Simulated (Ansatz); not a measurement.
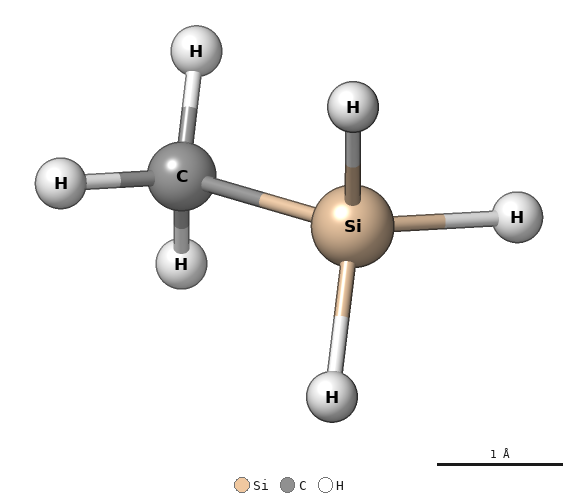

Rendered structure (ball-and-stick style). Every bond is drawn as one stick, whatever its order.

The computed structure is the end point of a PBE0-D4/def2-TZVP optimisation.

Give the formula.

CH6Si, 8 atoms: 1 carbon, 6 hydrogen and 1 silicon.

What is the point group of this geometry?

C3v.

How many atoms are distinct by symmetry?

4: 1 Si, 1 C, 3 H, 3 H.

How many bonds of each kind are drawn?

3 Si–H, 3 C–H, 1 C–Si. Sticks follow a distance rule.

More results for the same structure follow; atom numbers are the same in all pictures, views and colours differ.

### Shape

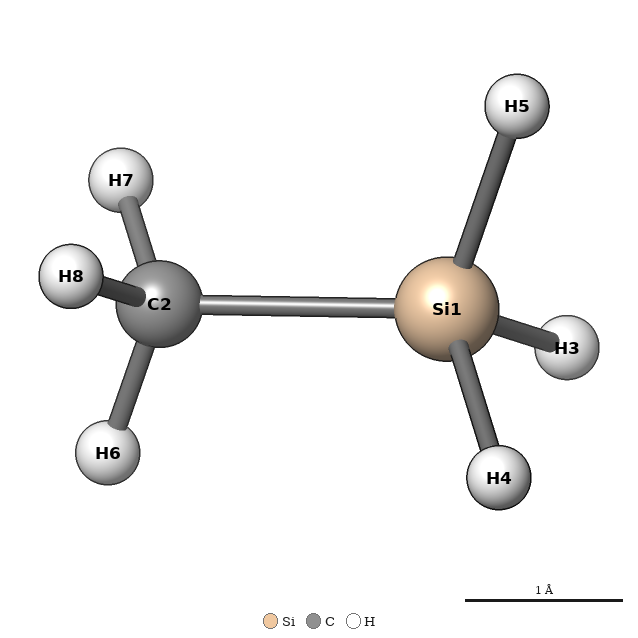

Atoms carry their numbers in the input.

How are the neighbours of atom 2 arranged?

C2 has 4 neighbours (Si1 at 1.87, H6 at 1.09, H7 at 1.09, H8 at 1.09 Å); the arrangement is tetrahedral.

What is the geometry at Si1?

Si1 has 4 neighbours (C2 at 1.87, H3 at 1.49, H4 at 1.49, H5 at 1.49 Å); the arrangement is tetrahedral.

### Dipole moment

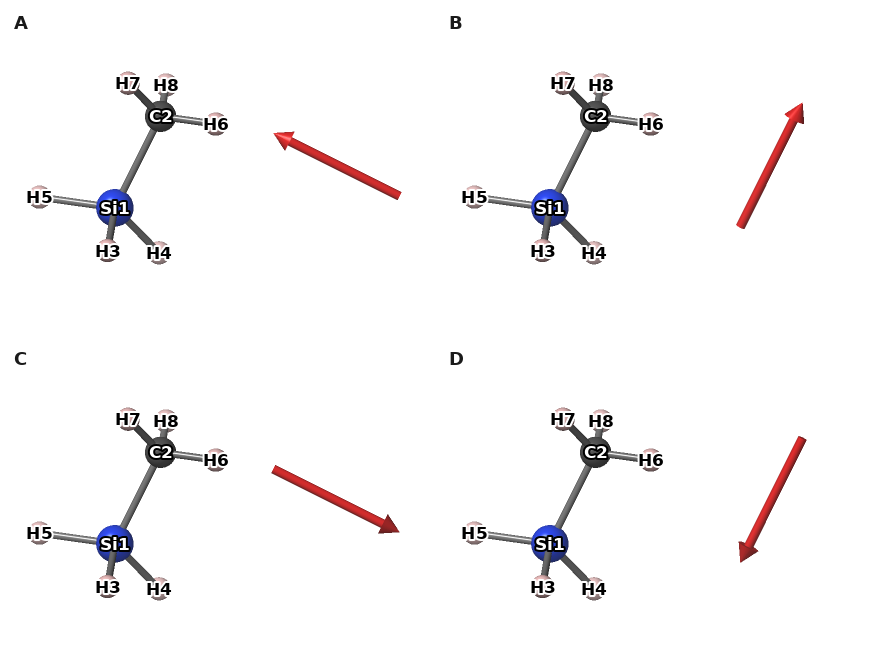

The same molecule four times, each with an arrow. Level of theory: RKS PBE0-D4/def2-TZVP (Ansatz 0.2.0).

Which arrow points along the dipole moment, from the negative to the positive end?

B. The dipole moment is 0.83 D; it points from the side of H3, H4, H5 to the side of H6, H7, H8 (the outermost atoms at the two ends).

### Thermal motion

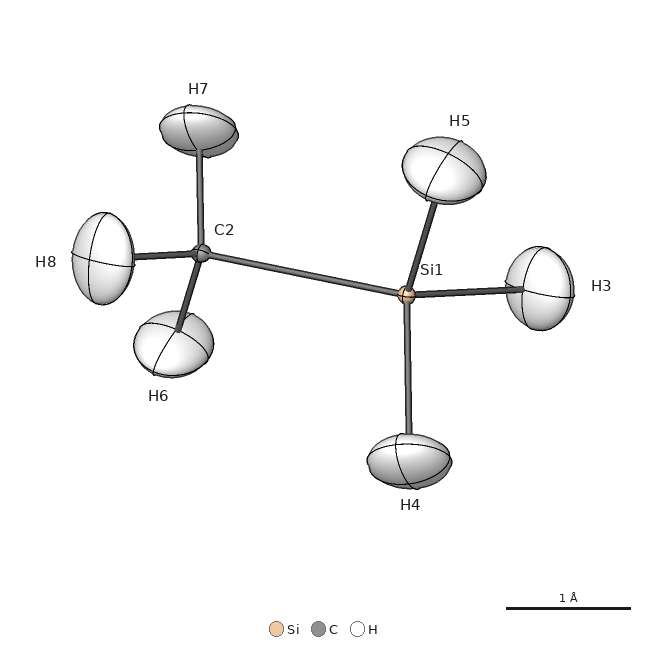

Displacement ellipsoids at the 50 % level, enlarged 1.5 times, from the internal vibrations of the free molecule (harmonic, no overall translation or rotation; no half-axis is drawn under 0.075 Å). Vibrations computed with RKS PBE0-D4/def2-TZVP (Ansatz 0.2.0). Temperature: 0 K (zero-point motion alone).

Give the displacement parameters, one line for each set of equivalent atoms.

| atom | U_eq (Å²) | rms amplitudes (Å) |
| --- | --- | --- |
| Si1 | 0.00018 | 0.011, 0.011, 0.017 |
| C2 | 0.00067 | 0.020, 0.020, 0.035 |
| H3, H4, H5 | 0.0169 | 0.086, 0.146, 0.148 |
| H6, H7, H8 | 0.0165 | 0.073, 0.134, 0.162 |

### Charges

The questions are on Mulliken charges. Level of theory: RKS PBE0-D4/def2-TZVP (Ansatz 0.2.0).

Give the Mulliken charges atom by atom.

```json
{"atom": "Si1", "value (e)": "0.16"}
{"atom": "C2", "value (e)": "−0.50"}
{"atom": "H3", "value (e)": "−0.03"}
{"atom": "H4", "value (e)": "−0.03"}
{"atom": "H5", "value (e)": "−0.03"}
{"atom": "H6", "value (e)": "0.14"}
{"atom": "H7", "value (e)": "0.14"}
{"atom": "H8", "value (e)": "0.14"}
```

Mulliken values depend strongly on the basis set and can even reverse the polarity of a bond.
